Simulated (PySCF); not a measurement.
# C$_{6}$H$_{12}$F$_{2}$OSi (SMILES CO[C@](C)(/C=C(/C)F)[SiH2]F): what the fields show

```xyz
22

C    -2.1632   -1.5899    0.0297
O    -1.6833   -0.4797    0.7465
C    -0.6417    0.2927    0.1399
C    -0.9737    0.7036   -1.2979
C     0.6582   -0.4527    0.2172
C     1.8425   -0.0217   -0.1865
C     3.1502   -0.7307   -0.1033
F     1.9606    1.2132   -0.7518
Si   -0.6800    1.7964    1.3389
F    -2.0741    2.5507    1.0631
H    -2.7879   -2.1498    0.7250
H    -1.3471   -2.2323   -0.3200
H    -2.7711   -1.2878   -0.8298
H    -1.9761    1.1245   -1.3350
H    -0.9171   -0.1486   -1.9748
H    -0.2695    1.4563   -1.6389
H     0.6164   -1.4211    0.6920
H     3.5576   -0.8822   -1.1028
H     3.0292   -1.6920    0.3850
H     3.8632   -0.1271    0.4575
H     0.3425    2.7845    1.0406
H    -0.7462    1.3133    2.7045
```

Geometry: GFN2-xTB.

Theory: PBE0/pcSseg-1, SCF density, gas phase, non-relativistic in PySCF.

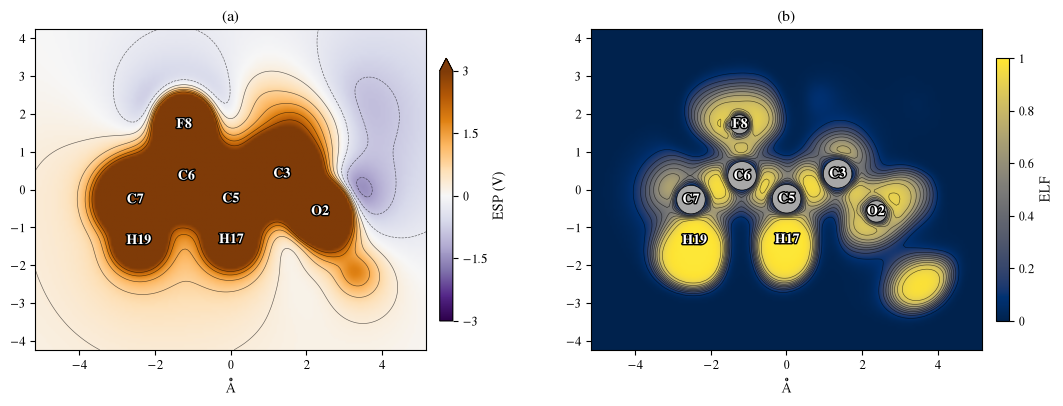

Figure 1. (a) electrostatic potential; (b) ELF on the plane of atoms C5, C6 and F8. Grey discs cover the atomic cores in the ELF map.

### Interpret the plot.

- The plane passes through O, C, F and H nuclei.
- C–C (1.32 Å): the ELF peaks at about 0.90 between the atoms: a short, multiple covalent bond.
- C–F (1.36 Å): the ELF peaks at about 0.85 between the atoms, as expected for a shared but strongly polarised pair.
- C–O (1.43 Å): the ELF peaks at about 0.85 between the atoms: a shared but strongly polarised pair.
- C–H (1.08 Å): the ELF climbs to about 1 towards the hydrogen, as it does in any bond to H: an ordinary covalent bond to hydrogen.
- C–C (1.49 Å): the ELF peaks at about 0.95 between the atoms; a shared electron pair.
- The ELF also peaks beside O2 and F8, away from the bonds: lone-pair regions.
- Outside the dense part of the molecule the potential is most negative (−1.5 V) near O2.

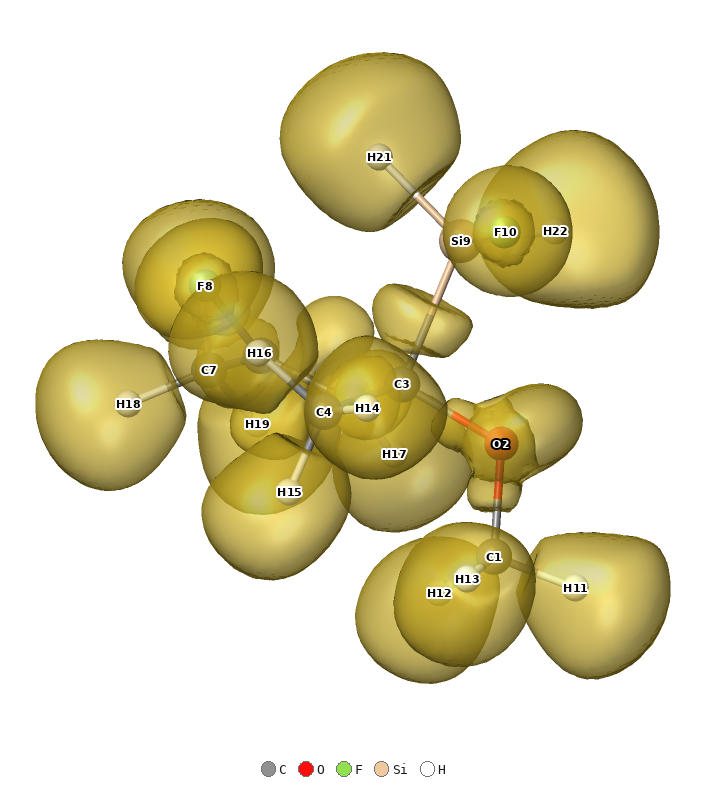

Figure 2. Isosurface of the electron localisation function at 0.75 (yellow), seen at an oblique angle. Only the valence region is drawn (cores and ρ < 0.01 e/Å³ removed).

### Describe the localisation domains.

The ELF exceeds this value in four regions between bonded C–C atoms (shared pairs), one region between bonded C–Si atoms (shared pairs), twelve regions around hydrogen nuclei, one region on F in which the atom's valence shell and bonds are merged, one region on O in which the atom's valence shell and bonds are merged and one region wrapped around F (its lone pairs, merged into a ring or cap).

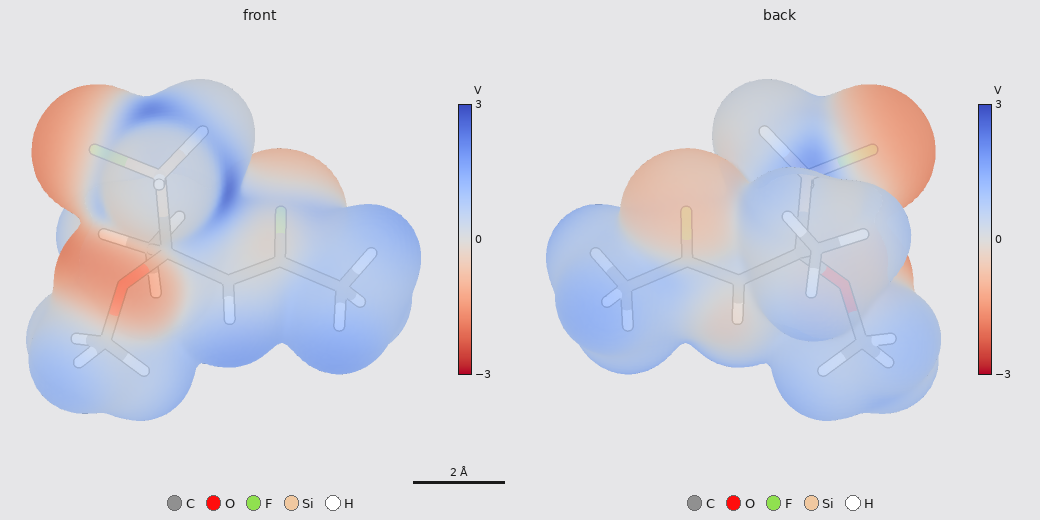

Figure 3. The molecular electrostatic potential painted on the density surface at 0.004 e/bohr³, seen from the front and from behind; red is negative and blue positive.

### Which sites attract a positive test charge, and which a negative one?

A positive charge is drawn to the negative regions and a negative charge to the positive ones. The most negative region (about −1.6 V) lies over O2, the most positive (about +2.0 V) over Si9. O2 is the likeliest acceptor of a hydrogen bond.

### What dipole moment does the calculation give?

Its dipole moment is 3.55 D.
